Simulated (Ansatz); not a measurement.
# BH3S + AsH3: a complex and its separated parts, part 3 of 3

Ansatz 0.2.0, Gaussian basis. The steps go on from the part before.

### 19 CCSD(T)/def2-TZVPP

The inputs:

parta/in.yaml

```yaml
crystal:
  periodic: [false, false, false]
  atoms:
    - {symbol: B, position_ang: [-0.682936, 0.209550, -1.095435]}
    - {symbol: S, position_ang: [0.641530, 1.354118, -1.318841]}
    - {symbol: H, position_ang: [-0.569204, -0.937717, -1.391862]}
    - {symbol: H, position_ang: [-1.684642, 0.660210, -0.633461]}
    - {symbol: H, position_ang: [1.561520, 0.521547, -1.836062]}
basis:
  gaussian: {orbitals: def2-TZVPP}
correlation: {method: ccsd_t}
```

partb/in.yaml

```yaml
crystal:
  periodic: [false, false, false]
  atoms:
    - {symbol: H, position_ang: [0.128360, 0.747073, 2.017654]}
    - {symbol: As, position_ang: [-0.064988, -0.359424, 0.991115]}
    - {symbol: H, position_ang: [-0.665230, -1.292904, 2.032193]}
    - {symbol: H, position_ang: [1.335490, -0.902453, 1.234599]}
basis:
  gaussian: {orbitals: def2-TZVPP}
correlation: {method: ccsd_t}
```

One command serves all of them, each in its own folder.

Launch:

```console
$ ansatz run in.yaml --threads 4 --pin off --events-out ev --progress --plain --max-ram 9574MiB
```

parta printed, shortened:

```text
Functional definition: HF
  name "HF"
  cite "Fock, Z. Phys. 61, 126 (1930) doi:10.1007/BF01340294"
  parent pbe
[...]
656 factors; integrals over basis functions are off by at most 9.4e-4 eV
[...]
mean field -11537.52135111 eV, -423.9960892406 hartree, gradient 6.9e-6 eV, S^2 0.000000; 0 other end points of the search recorded, 0 dependent functions left out
6 core orbitals not correlated: weight in the atoms' cores, before any rotation towards them, 1.000 or more for the frozen orbitals, at most 0.000 for the correlated occupied ones
reference -11537.52135111 eV, -423.9960892406 hartree; 6, 6 occupied and 103, 103 virtual orbitals, 656 factors
second order -7.78997081 eV of doubles, -0.00000000 eV of singles
cycle   1  -8.42100179 eV  change   -6.3e-1 eV  update   6.7e-2
[...]
cycle   9  -8.70433788 eV  change    6.0e-6 eV  update   8.0e-6
perturbative correction -0.35932624 eV, -0.0132049958 hartree
Total energy: -11546.58501524 eV, -424.3291727535 hartree
```

Output in partb, shortened:

```text
[... 4 set-up lines as earlier in the session ...]
[...]
537 factors; integrals over basis functions are off by at most 1.0e-3 eV
[...]
mean field -60842.78557076 eV, -2235.9311290040 hartree, gradient 2.1e-6 eV, S^2 0.000000; 1 other end points of the search recorded, 0 dependent functions left out
9 core orbitals not correlated: weight in the atoms' cores, before any rotation towards them, 1.000 or more for the frozen orbitals, at most 0.000 for the correlated occupied ones
reference -60842.78557076 eV, -2235.9311290040 hartree; 9, 9 occupied and 72, 72 virtual orbitals, 537 factors
second order -7.80788482 eV of doubles, -0.00000000 eV of singles
cycle   1  -7.98510355 eV  change   -1.8e-1 eV  update   6.8e-2
[...]
cycle   8  -8.29514088 eV  change   -1.6e-5 eV  update   1.7e-5
perturbative correction -0.26429953 eV, -0.0097128285 hartree
Total energy: -60851.34501116 eV, -2236.2456826371 hartree
```

Times: 1.5 s (parta), 0.8 s (partb) on 4 threads of Arm Neoverse V1, shared host.

### 20 MP2/def2-QZVPP

The same edit goes into each in.yaml of step 19 (parta, partb):

```diff
-  gaussian: {orbitals: def2-TZVPP}
-correlation: {method: ccsd_t}
+  gaussian: {orbitals: "def2-QZVPP.json"}
+correlation: {method: mp2}
```

The basis file named in the input lies beside it (Basis Set Exchange, JSON).

One command serves all of them, each in its own folder.

Launch:

```console
$ ansatz run in.yaml --threads 4 --pin off --events-out ev --progress --plain --max-ram 9574MiB
```

Output in parta, shortened:

```text
[... 4 set-up lines as earlier in the session ...]
[...]
1282 factors; integrals over basis functions are off by at most 8.8e-4 eV
[...]
mean field -11537.86242242 eV, -424.0086233801 hartree, gradient 1.9e-6 eV, S^2 0.000000; 0 other end points of the search recorded, 0 dependent functions left out
6 core orbitals not correlated: weight in the atoms' cores, before any rotation towards them, 1.000 or more for the frozen orbitals, at most 0.000 for the correlated occupied ones
reference -11537.86242242 eV, -424.0086233801 hartree; 6, 6 occupied and 205, 205 virtual orbitals, 1282 factors
second order -8.39250423 eV of doubles, -0.00000000 eV of singles
Total energy: -11546.25492665 eV, -424.3170422217 hartree
```

partb printed, shortened:

```text
[... 4 set-up lines as earlier in the session ...]
[...]
1104 factors; integrals over basis functions are off by at most 8.5e-4 eV
[...]
mean field -60844.03176320 eV, -2235.9769257316 hartree, gradient 2.4e-6 eV, S^2 0.000000; 0 other end points of the search recorded, 0 dependent functions left out
9 core orbitals not correlated: weight in the atoms' cores, before any rotation towards them, 1.000 or more for the frozen orbitals, at most 0.000 for the correlated occupied ones
reference -60844.03176320 eV, -2235.9769257316 hartree; 9, 9 occupied and 161, 161 virtual orbitals, 1104 factors
second order -15.51429263 eV of doubles, -0.00000000 eV of singles
Total energy: -60859.54605583 eV, -2236.5470654698 hartree
```

Times: 1.7 s (parta), 1.4 s (partb) on 4 threads of Arm Neoverse V1, shared host.

### 21 Vibrations of BH3S

File vib-parta/in.yaml:

```yaml
crystal:
  periodic: [false, false, false]
  atoms:
    - {symbol: B, position_ang: [-0.682936, 0.209550, -1.095435]}
    - {symbol: S, position_ang: [0.641530, 1.354118, -1.318841]}
    - {symbol: H, position_ang: [-0.569204, -0.937717, -1.391862]}
    - {symbol: H, position_ang: [-1.684642, 0.660210, -0.633461]}
    - {symbol: H, position_ang: [1.561520, 0.521547, -1.836062]}
basis:
  gaussian: {orbitals: def2-TZVP}
hamiltonian: {xc: pbe0, dispersion: d4}
phonons: {temperatures: {t_min: 298.15, t_max: 900, t_step: 200}}
```

Launch:

```console
$ ansatz run in.yaml --threads 4 --pin off --events-out ev --progress --plain --max-ram 9574MiB
```

The program printed, shortened:

```text
[... 5 set-up lines as earlier in the session ...]
[...]
572 factors; their error is unknown
[...]
mean field -11556.50499322 eV, -424.6937252203 hartree, gradient 4.8e-5 eV, S^2 0.000000; 0 other end points of the search recorded, 0 dependent functions left out
[...]
Atom 2 at    -0.569204    -0.937717    -1.391862 Å, force    -0.000725     0.002707     0.000960 eV/Å
Atom 3 at    -1.684642     0.660210    -0.633461 Å, force    -0.001841    -0.001559     0.000129 eV/Å
Atom 4 at     1.561520     0.521547    -1.836062 Å, force     0.001053    -0.000752    -0.000773 eV/Å
Dipole moment:     0.146722    -0.101798    -0.075603 e Å
Vibrations: 661.27 667.33 830.95 943.46 965.93 1197.03 2611.96 2697.62 2720.04 cm⁻¹, zero-point energy 0.824221 eV
```

It took 9 s on 4 threads of Arm Neoverse V1, shared host.

The modes, with what each moves most:

| mode | wavenumber (cm⁻¹) | character |
| --- | --- | --- |
| 1 | 661 | torsion |
| 2 | 667 | bend |
| 3 | 831 | B–S stretch |
| 4 | 943 | out-of-plane bend with torsion |
| 5 | 966 | bend |
| 6 | 1197 | bend |
| 7 | 2612 | B–H stretch |
| 8 | 2698 | S–H stretch |
| 9 | 2720 | B–H stretch |

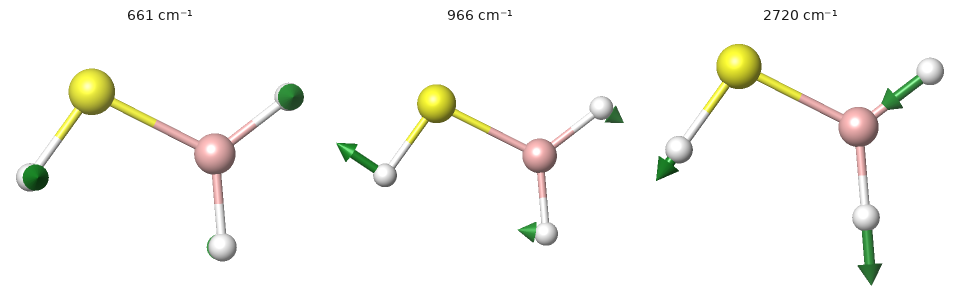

How the atoms move in 3 of the modes.

Vibrational sums (real modes only):

| T (K) | entropy (J/mol/K) | heat capacity (J/mol/K) |
| --- | --- | --- |
| 298 | 4.8 | 14.5 |
| 498 | 16.4 | 30.7 |
| 698 | 28.6 | 41.2 |
| 898 | 39.9 | 48.7 |

### 22 Vibrations of AsH3

File vib-partb/in.yaml:

```yaml
crystal:
  periodic: [false, false, false]
  atoms:
    - {symbol: H, position_ang: [0.128360, 0.747073, 2.017654]}
    - {symbol: As, position_ang: [-0.064988, -0.359424, 0.991115]}
    - {symbol: H, position_ang: [-0.665230, -1.292904, 2.032193]}
    - {symbol: H, position_ang: [1.335490, -0.902453, 1.234599]}
basis:
  gaussian: {orbitals: def2-TZVP}
hamiltonian: {xc: pbe0, dispersion: d4}
phonons: {temperatures: {t_min: 298.15, t_max: 900, t_step: 200}}
```

Launch:

```console
$ ansatz run in.yaml --threads 4 --pin off --events-out ev --progress --plain --max-ram 9574MiB
```

The program printed, shortened:

```text
[... 5 set-up lines as earlier in the session ...]
[...]
555 factors; their error is unknown
[...]
mean field -60882.34397149 eV, -2237.3848734175 hartree, gradient 5.8e-6 eV, S^2 0.000000; 0 other end points of the search recorded, 0 dependent functions left out
[...]
Atom 1 at    -0.064988    -0.359424     0.991115 Å, force     0.000155    -0.000031     0.000305 eV/Å
Atom 2 at    -0.665230    -1.292904     2.032193 Å, force     0.000034     0.000079    -0.000113 eV/Å
Atom 3 at     1.335490    -0.902453     1.234599 Å, force    -0.000038    -0.000102    -0.000133 eV/Å
Dipole moment:     0.027785    -0.010350     0.064635 e Å
Vibrations: 921.14 1018.01 1018.01 2215.38 2229.08 2229.11 cm⁻¹, zero-point energy 0.597029 eV
```

Run time: 3.6 s. Hardware: 4 threads of Arm Neoverse V1, shared host.

The modes, with what each moves most:

| mode | wavenumber (cm⁻¹) | character |
| --- | --- | --- |
| 1 | 921 | bend |
| 2 | 1018 | bend |
| 3 | 1018 | bend |
| 4 | 2215 | As–H stretch |
| 5 | 2229 | As–H stretch |
| 6 | 2229 | As–H stretch |

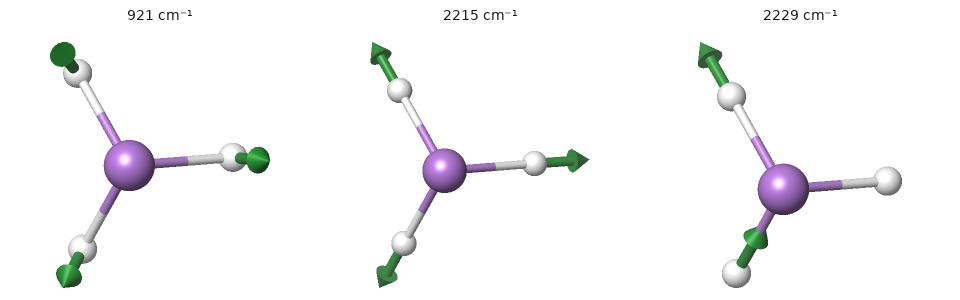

Displacements of 3 modes, as arrows.

Vibrational sums (real modes only):

| T (K) | entropy (J/mol/K) | heat capacity (J/mol/K) |
| --- | --- | --- |
| 298 | 1.3 | 5.0 |
| 498 | 6.2 | 14.9 |
| 698 | 12.6 | 23.3 |
| 898 | 19.3 | 29.9 |

### 23 Complex less separated parts

The complex's own energies come from single points at the same levels.

Rows are in def2-TZVPP; times add the 3 runs of a level on a shared host, so small differences are noise.

Differences are taken before rounding.

| method | rung | complex less parts (kJ/mol) | from CCSD(T) (kJ/mol) | time |
| --- | --- | --- | --- | --- |
| SPW92 | LDA | -53.6 | -40.5 | 1.4 s |
| PBE-D4 | GGA | -28.8 | -15.6 | 2.2 s |
| BLYP-D4 | GGA | -4.6 | +8.5 | 2.5 s |
| r2SCAN-D4 | meta-GGA | -20.6 | -7.4 | 5.1 s |
| B97M-V | meta-GGA | -13.8 | -0.6 | 10 s |
| PBE0-D4 | hybrid | -29.9 | -16.7 | 3 s |
| B3LYP-D4 | hybrid | -7.7 | +5.4 | 2.8 s |
| r2SCAN0-D4 | hybrid | -23.4 | -10.2 | 5.4 s |
| BHLYP-D4 | hybrid | -8.8 | +4.4 | 2.9 s |
| CAM-B3LYP-D4 | range-separated hybrid | -8.2 | +4.9 | 3.3 s |
| wB97X-V | range-separated hybrid | -16.8 | -3.6 | 8.4 s |
| wB97M-V | range-separated hybrid | -11.5 | +1.6 | 9.6 s |
| B2PLYP | double hybrid | -2.3 | +10.9 | 5.3 s |
| PBE-QIDH | double hybrid | -27.3 | -14.2 | 5.3 s |
| RPA on PBE | RPA | -3.1 | +10.1 | 4.6 s |
| Hartree-Fock | wavefunction | 30.9 | +44.0 |  |
| MP2 | wavefunction | -26.0 | -12.8 |  |
| CCSD | wavefunction | -7.4 | +5.8 |  |
| CCSD(T) | wavefunction | -13.2 | 0 | 65 s |

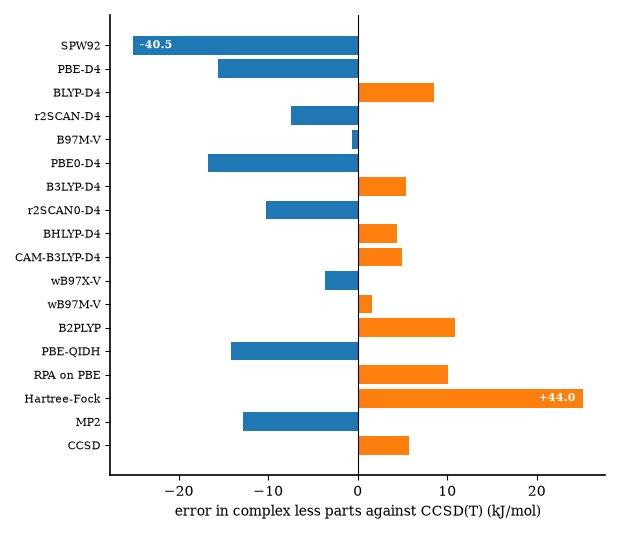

Error of each method against CCSD(T). Bars with a number in them are cut short.

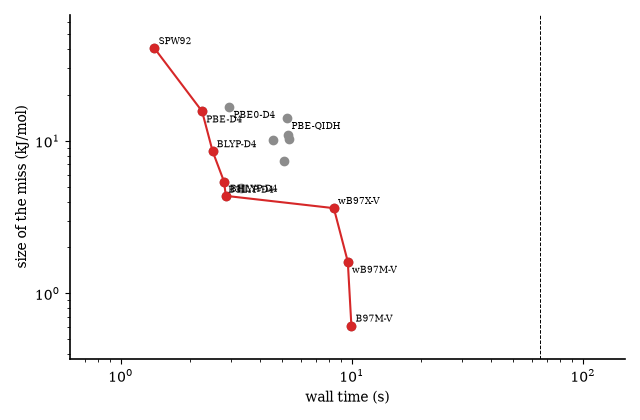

Miss against cost. Red marks the levels that no quicker level drawn beats (of those quicker than the yardstick), and the dashed line is the time of CCSD(T). Only those levels and the largest misses are named. Times are from a shared host.

For cost: B97M-V gets within 0.6 kJ/mol in 10 s, where CCSD(T) took 65 s; the quickest level in the cost chart, SPW92, takes 1.4 s and misses by 40.5 kJ/mol.

The complex's zero-point energy, from a separate PBE0-D4 run, is 1.519 eV.

### 24 Summary of results

This closing draws on all 3 parts.

| quantity | value |
| --- | --- |
| complex less parts, CCSD(T)/def2-TZVPP | -13.2 kJ/mol |
| with zero-point energy | -3.7 kJ/mol |
| largest T1 diagnostic | 0.015 |

What this shows: At CCSD(T) the complex lies 13.2 kJ/mol below its parts. B97M-V is the best functional here (-0.6 kJ/mol from CCSD(T)); SPW92 is the worst (-40.5 kJ/mol). By rung, the mean size of the error is: LDA 40.5, GGA 12.1, meta-GGA 4.0, hybrid 9.2, range-separated hybrid 3.4, double hybrid 12.5 kJ/mol. PBE-D4 gives a relative energy 15.6 kJ/mol too low, outside chemical accuracy (1 kcal/mol, 4.2 kJ/mol). No counterpoise was applied, and triple zeta lacks some correlation, so the CCSD(T) reference has a basis error of its own, and close matches with it are partly luck.
